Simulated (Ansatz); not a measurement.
**One shape, several levels: singlet InNH2Cl+**

We compute a comparison of 6 runs (CAM-B3LYP/def2-SVP, PBE0/def2-SVP, r2SCAN/def2-SVP, RPA@PBE/def2-SVP, BCCD(T)/def2-SVP, CCSD(T)/def2-SVP) of singlet InNH2Cl+. 

The results are computed with Ansatz 0.2.0.

53 further runs of the same task are left out: 53 set aside as unsound or not needed.

**1. The structure to begin with**

InNH2Cl+: 5 atoms, total charge +1, spin state singlet. As SMILES of the parent species, `[NH2][In][Cl]`. The coordinates come from a PBE0-D4/def2-TZVP relaxation. This is one conformer, not always the lowest. That shape belongs to the parent species and isn't relaxed for this state.

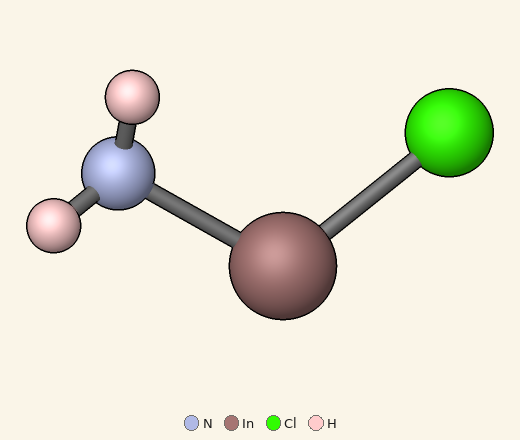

The structure, seen from a chosen angle (nitrogen light blue, indium brown, chlorine green, hydrogen pink).

**2. A single-point energy at CAM-B3LYP/def2-SVP (core potential) (run 1)**

File molecule.yaml:

```yaml
crystal:
  periodic: [false, false, false]
  atoms:
    - {symbol: "N", position_ang: [-0.142600, 0.808600, -0.493900]}
    - {symbol: In, position_ang: [-0.411600, -1.217800, -0.153300]}
    - {symbol: Cl, position_ang: [1.391500, -2.211500, 1.018700]}
    - {symbol: H, position_ang: [-0.999700, 1.283800, -0.756700]}
    - {symbol: H, position_ang: [0.212300, 1.263200, 0.343800]}
basis:
  gaussian: {orbitals: def2-SVP}
total_charge: 1
hamiltonian: {xc: {name: CAM-B3LYP}}
accuracy: high
output: {orbitals: {seedname: orbitals}}
```

The run is started by

```sh
$ ansatz run molecule.yaml --threads 1 --pin off --max-ram 3480MiB --events-out events.jsonl --progress --plain --runs-dir runs
```

Standard output:

```text
Warning: RAYON_NUM_THREADS=1 ignored (pool sized by the plan → 1); use --threads N
Functional definition: CAM-B3LYP
  name "CAM-B3LYP"
  parameter alpha = 0.19
  parameter beta = 0.46
  parameter omega = 0.33/bohr
  parameter ac = 0.81
  exchange = (1 - alpha - beta)*b88_x + beta*b88_x_sr(omega) + alpha*exact_x + beta*exact_x_lr(omega)
  correlation = (1 - ac)*vwn5_c + ac*lyp_c
1543 factors; integrals over basis functions are off by at most 3.3e-9 eV
348 factors; integrals over basis functions are off by at most 1.7e-9 eV
mean field evaluation 1: about -19190.5362 eV, gradient 7.8e1 eV
mean field evaluation 2: about -19148.5334 eV, gradient 1.2e2 eV
mean field evaluation 4: about -19204.6169 eV, gradient 1.3e1 eV
mean field evaluation 8: about -19205.0906 eV, gradient 6.5e-1 eV
mean field evaluation 16: about -19205.1564 eV, gradient 9.1e-4 eV
mean field -19205.15635254 eV, -705.7764782335 hartree, gradient 3.6e-8 eV, S^2 0.000000; 0 other end points of the search recorded, 0 dependent functions left out
reference -19205.15636971 eV, -705.7764788642 hartree; 23, 23 occupied and 45, 45 virtual orbitals, 1543 factors
Total energy: -19205.15636971 eV, -705.7764788642 hartree
```

It took 6.9 s on 1 thread of Arm Neoverse V1, shared host; peak memory 0.23 GiB.

**3. The energy at PBE0/def2-SVP (core potential) (run 2)**

File input.yaml:

```yaml
basis:
  gaussian: {orbitals: def2-SVP}
crystal:
  periodic: [false, false, false]
  atoms:
    - {symbol: N, position_ang: [-0.142600, 0.808600, -0.493900]}
    - {symbol: In, position_ang: [-0.411600, -1.217800, -0.153300]}
    - {symbol: Cl, position_ang: [1.391500, -2.211500, 1.018700]}
    - {symbol: H, position_ang: [-0.999700, 1.283800, -0.756700]}
    - {symbol: H, position_ang: [0.212300, 1.263200, 0.343800]}
hamiltonian: {xc: pbe0}
output: {orbitals: {seedname: orbitals}}
accuracy: high
total_charge: 1
```

The run is started by

```sh
$ ansatz run input.yaml --threads 1 --pin off --max-ram 3480MiB --events-out events.jsonl --progress --plain --runs-dir runs
```

Standard output:

```text
Warning: RAYON_NUM_THREADS=1 ignored (pool sized by the plan → 1); use --threads N
Functional definition: PBE0
  name "PBE0"
  parameter a = 0.25
  parameter kappa = 0.804
  parameter beta = 0.06672455060314922
  exchange = (1 - a)*pbe_x(kappa = kappa, mu = beta*pi^2/3) + a*exact_x
  correlation = pbe_c(beta = beta)
1543 factors; integrals over basis functions are off by at most 3.3e-9 eV
mean field evaluation 1: about -19183.7784 eV, gradient 8.2e1 eV
mean field evaluation 2: about -19116.0061 eV, gradient 1.4e2 eV
mean field evaluation 4: about -19198.1932 eV, gradient 2.8e1 eV
mean field evaluation 8: about -19200.4148 eV, gradient 1.4e-1 eV
mean field evaluation 16: about -19200.4995 eV, gradient 1.0e-4 eV
mean field -19200.49954258 eV, -705.6053436239 hartree, gradient 3.3e-8 eV, S^2 0.000000; 0 other end points of the search recorded, 0 dependent functions left out
reference -19200.49954537 eV, -705.6053437263 hartree; 23, 23 occupied and 45, 45 virtual orbitals, 1543 factors
Total energy: -19200.49954537 eV, -705.6053437263 hartree
```

It took 5.7 s on 1 thread of Arm Neoverse V1, shared host; peak memory 0.21 GiB.

Runs 3 to 4 aren't shown in full; the table further down has their settings and results.

**4. The energy at BCCD(T)/def2-SVP (core potential) (run 5)**

File run.yaml:

```yaml
crystal:
  periodic: [false, false, false]
  atoms:
    - symbol: "N"
      position_ang: [-0.142600, 0.808600, -0.493900]
    - symbol: In
      position_ang: [-0.411600, -1.217800, -0.153300]
    - symbol: Cl
      position_ang: [1.391500, -2.211500, 1.018700]
    - symbol: H
      position_ang: [-0.999700, 1.283800, -0.756700]
    - symbol: H
      position_ang: [0.212300, 1.263200, 0.343800]
basis:
  gaussian: {orbitals: def2-SVP}
correlation: {method: bccd_t, frozen_orbitals: {Cl: 5, H: 0, In: 4, "N": 1}}
scf: {omitted_lower_state_checks: [cluster_reference, increment]}
total_charge: 1
accuracy: high
```

The run is started by

```sh
$ ansatz run run.yaml --threads 1 --pin off --max-ram 3480MiB --events-out events.jsonl --progress --plain --runs-dir runs
```

Standard output (excerpt; [...] marks lines left out):

```text
Warning: RAYON_NUM_THREADS=1 ignored (pool sized by the plan → 1); use --threads N
Functional definition: HF
  name "HF"
[...]
1543 factors; integrals over basis functions are off by at most 3.3e-9 eV
[...]
mean field -19153.32955600 eV, -703.8718785899 hartree, gradient 2.4e-8 eV, S^2 0.000000; 1 other end points of the search recorded, 0 dependent functions left out; unrestricted orbitals would lower it
10 core orbitals not correlated: weight in the atoms' cores, before any rotation towards them, 1.000 or more for the frozen orbitals, at most 0.000 for the correlated occupied ones
reference -19153.32955600 eV, -703.8718785899 hartree; 13, 13 occupied and 45, 45 virtual orbitals, 1543 factors
second order -10.37298048 eV of doubles, -0.00000000 eV of singles
cycle   1  -10.66965224 eV  change   -3.0e-1 eV  update   1.1e-1
[...]
cycle  30  -11.05717205 eV  change    2.0e-9 eV  update   1.4e-9
perturbative correction -0.44814069 eV, -0.0164688667 hartree
Total energy: -19164.83486874 eV, -704.2946910345 hartree
Checks for a lower state left out: cluster_reference, increment
```

Run time: 12 s. Hardware: 1 thread of Arm Neoverse V1, shared host; peak memory 0.34 GiB.

**5. A single-point energy at CCSD(T)/def2-SVP (core potential) (run 6)**

File in.yaml:

```yaml
crystal:
  periodic: [false, false, false]
  atoms:
    - {symbol: "N", position_ang: [-0.142600, 0.808600, -0.493900]}
    - {symbol: In, position_ang: [-0.411600, -1.217800, -0.153300]}
    - {symbol: Cl, position_ang: [1.391500, -2.211500, 1.018700]}
    - {symbol: H, position_ang: [-0.999700, 1.283800, -0.756700]}
    - {symbol: H, position_ang: [0.212300, 1.263200, 0.343800]}
basis:
  gaussian: {orbitals: def2-SVP}
scf: {omitted_lower_state_checks: [cluster_reference, increment]}
total_charge: 1
accuracy: high
correlation: {method: ccsd_t, frozen_orbitals: {Cl: 5, H: 0, In: 4, "N": 1}}
```

The run is started by

```sh
$ ansatz run in.yaml --threads 1 --pin off --max-ram 3480MiB --events-out events.jsonl --progress --plain --runs-dir runs
```

Standard output (excerpt; [...] marks lines left out):

```text
Warning: RAYON_NUM_THREADS=1 ignored (pool sized by the plan → 1); use --threads N
Functional definition: HF
  name "HF"
[...]
1543 factors; integrals over basis functions are off by at most 3.3e-9 eV
[...]
mean field -19153.32955600 eV, -703.8718785899 hartree, gradient 2.4e-8 eV, S^2 0.000000; 1 other end points of the search recorded, 0 dependent functions left out; unrestricted orbitals would lower it
10 core orbitals not correlated: weight in the atoms' cores, before any rotation towards them, 1.000 or more for the frozen orbitals, at most 0.000 for the correlated occupied ones
reference -19153.32955600 eV, -703.8718785899 hartree; 13, 13 occupied and 45, 45 virtual orbitals, 1543 factors
second order -10.37298048 eV of doubles, -0.00000000 eV of singles
cycle   1  -10.64659996 eV  change   -2.7e-1 eV  update   1.1e-1
[...]
cycle  28  -11.09781493 eV  change    1.2e-9 eV  update   1.8e-9
perturbative correction -0.41234463 eV, -0.0151533857 hartree
Total energy: -19164.83971556 eV, -704.2948691517 hartree
Checks for a lower state left out: cluster_reference, increment
```

Wall time 9.6 s (1 thread of Arm Neoverse V1, shared host); peak memory 0.28 GiB.

**6. The series**

```csv
run,level,frozen core orbitals,energy (Eh),wall time
1,CAM-B3LYP/def2-SVP (core potential),–,-705.776479,6.9 s
2,PBE0/def2-SVP (core potential),–,-705.605344,5.7 s
3,r2SCAN/def2-SVP (core potential),–,-705.832719,9.6 s
4,RPA@PBE/def2-SVP (core potential),10,-704.463046,9 s
5,BCCD(T)/def2-SVP (core potential),10,-704.294691,12 s
6,CCSD(T)/def2-SVP (core potential),10,-704.294869,9.6 s
```

**7. Results**

```
                                           quantity          value
                                run 6: total energy  -704.29487 Eh
run 6: correlation energy (10 core orbitals frozen)     -423.0 mEh
                              run 6: (T) correction     -15.15 mEh
                               run 6: T1 diagnostic          0.023
```

In words: Over runs 1, 2, 3 the HOMO–LUMO gap runs from 1.60 eV (r2SCAN/def2-SVP) to 5.37 eV (CAM-B3LYP/def2-SVP). Totals of different functionals can't be ranked against each other. In runs 5, 6 the log says that unrestricted orbitals would lower the reference, so the values rest on an unstable closed-shell determinant (other closed-shell runs at this shape may share the fault). All runs together took 53 s, the longest 12 s.
